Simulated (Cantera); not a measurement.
Feed: 1 mol borazine, 7.4 mol O2, equilibrated at 0.310 bar.

Method: chemical equilibrium by Gibbs-energy minimisation in Cantera with the NASA 1993 tables (ideal gas, pure condensed phases). Candidate condensed phases: B, BN, B2O3, B3O3H3, H2O; 39 gas species. The feed counts by its element totals alone. Gases not in the tables: H3BO3. Equilibrium is a limit: real reactors are often held back by kinetics, nucleation or transport.

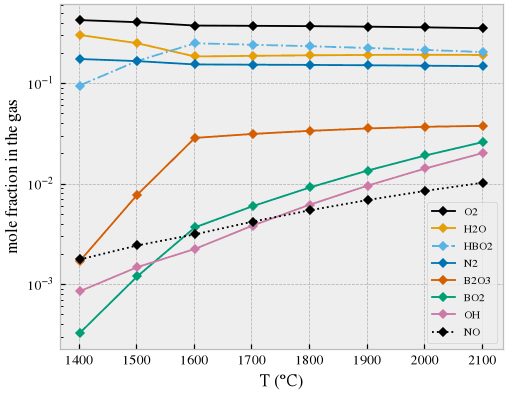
Equilibrium gas composition (values under 1e-9 drawn at 1e-9)

Q: Read off the mole fractions at 1402 °C.

A: O2 about 0.42, H2O about 0.30, N2 about 0.17, HBO2 about 0.095, NO about 0.0018, B2O3 about 0.0017, OH about 0.00085, BO2 about 0.00033.
